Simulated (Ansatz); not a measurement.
# HNO (nitroxyl) at HSE06/STO-3G

What is the energy change on altering one bond length of HNO (nitroxyl) at HSE06/STO-3G? 

The results are computed with Ansatz 0.2.0.

52 further runs of the same task are left out: 1 that didn't finish, 51 set aside as unsound or not needed.

## (1) The structure to begin with

The species is HNO (3 atoms), meant as a singlet with charge 0. SMILES: `N=O`. The shape is that of a GFN2-xTB optimisation.

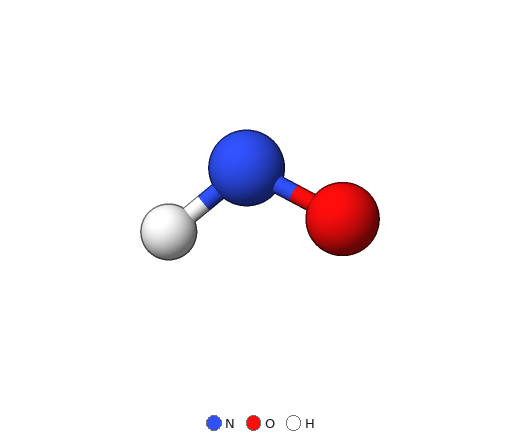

The structure, seen from a chosen angle (nitrogen blue, oxygen red, hydrogen white).

## (2) A single-point energy at HSE06/STO-3G

File in.yaml:

```yaml
crystal:
  periodic: [false, false, false]
  atoms:
    - symbol: "N"
      position_ang: [-0.275940, 0.297220, -0.114780]
    - symbol: O
      position_ang: [0.768580, 0.418030, 0.466150]
    - symbol: H
      position_ang: [-0.492640, -0.715240, -0.351380]
basis:
  gaussian:
    orbitals: STO-3G
hamiltonian:
  xc: hse06
accuracy: high
```

The run is started by

```bash
ansatz run in.yaml --threads 1 --pin off --max-ram 2610MiB --events-out events.jsonl --progress --plain --runs-dir runs
```

The log of the run:

```text
Warning: RAYON_NUM_THREADS=1 ignored (pool sized by the plan → 1); use --threads N
Functional definition: HSE06
  name "HSE06"
  parameter a = 0.25
  parameter omega = 0.11/bohr
  exchange = pbe_x - a*pbe_x_sr(omega) + a*exact_x_sr(omega)
  correlation = pbe_c
168 factors; integrals over basis functions are off by at most 2.2e-8 eV
35 factors; integrals over basis functions are off by at most 3.1e-10 eV
mean field evaluation 1: about -3498.2761 eV, gradient 8.5e0 eV
mean field evaluation 2: about -3497.9167 eV, gradient 1.5e1 eV
mean field evaluation 4: about -3498.4869 eV, gradient 7.1e-2 eV
mean field evaluation 8: about -3498.4784 eV, gradient 2.5e-3 eV
mean field evaluation 16: about -3498.4784 eV, gradient 2.3e-8 eV
mean field -3498.47843762 eV, -128.5667112287 hartree, gradient 2.3e-8 eV, S^2 0.000000; 0 other end points of the search recorded, 0 dependent functions left out
reference -3498.47843870 eV, -128.5667112684 hartree; 8, 8 occupied and 3, 3 virtual orbitals, 168 factors
Total energy: -3498.47843870 eV, -128.5667112684 hartree
```

Wall time 0.52 s (1 thread of Arm Neoverse V2, shared host).

## (3) The distorted shape at the same level

File molecule.yaml:

```yaml
crystal:
  periodic: [false, false, false]
  atoms:
    - {symbol: N, position_ang: [-0.221765, 0.550335, -0.055630]}
    - {symbol: O, position_ang: [0.822755, 0.671145, 0.525300]}
    - {symbol: H, position_ang: [-0.492640, -0.715240, -0.351380]}
basis:
  gaussian: {orbitals: STO-3G}
hamiltonian: {xc: {name: HSE06}}
accuracy: high
```

The run is started by

```bash
ansatz run molecule.yaml --threads 1 --pin off --max-ram 2610MiB --events-out events.jsonl --progress --plain --runs-dir runs
```

The log of the run:

```text
Warning: RAYON_NUM_THREADS=1 ignored (pool sized by the plan → 1); use --threads N
Functional definition: HSE06
  name "HSE06"
  parameter a = 0.25
  parameter omega = 0.11/bohr
  exchange = pbe_x - a*pbe_x_sr(omega) + a*exact_x_sr(omega)
  correlation = pbe_c
168 factors; integrals over basis functions are off by at most 5.4e-8 eV
36 factors; integrals over basis functions are off by at most 3.6e-10 eV
mean field evaluation 1: about -3497.9110 eV, gradient 9.8e0 eV
mean field evaluation 2: about -3497.6176 eV, gradient 1.5e1 eV
mean field evaluation 4: about -3498.2218 eV, gradient 1.2e0 eV
mean field evaluation 8: about -3498.2115 eV, gradient 2.7e-3 eV
mean field evaluation 16: about -3498.2115 eV, gradient 7.7e-9 eV
mean field -3498.21149524 eV, -128.5569012772 hartree, gradient 7.7e-9 eV, S^2 0.000000; 0 other end points of the search recorded, 0 dependent functions left out
reference -3498.21149631 eV, -128.5569013164 hartree; 8, 8 occupied and 3, 3 virtual orbitals, 168 factors
Total energy: -3498.21149631 eV, -128.5569013164 hartree
```

Wall time 0.52 s (1 thread of Arm Neoverse V2, shared host).

## (4) What came out

At HSE06/STO-3G:

```
                                                         quantity          value
                                        first shape: total energy  -128.56671 Eh
                                    distorted shape: total energy  -128.55690 Eh
energy change with the N1–H3 bond stretched from 1.062 to 1.328 Å       0.267 eV
```

What this shows: With the N1–H3 bond stretched from 1.062 to 1.328 Å the energy rises by 0.27 eV (6.2 kcal/mol). The first shape isn't relaxed at this level, so the change isn't measured from a minimum. The minimal basis adds a large error of its own.
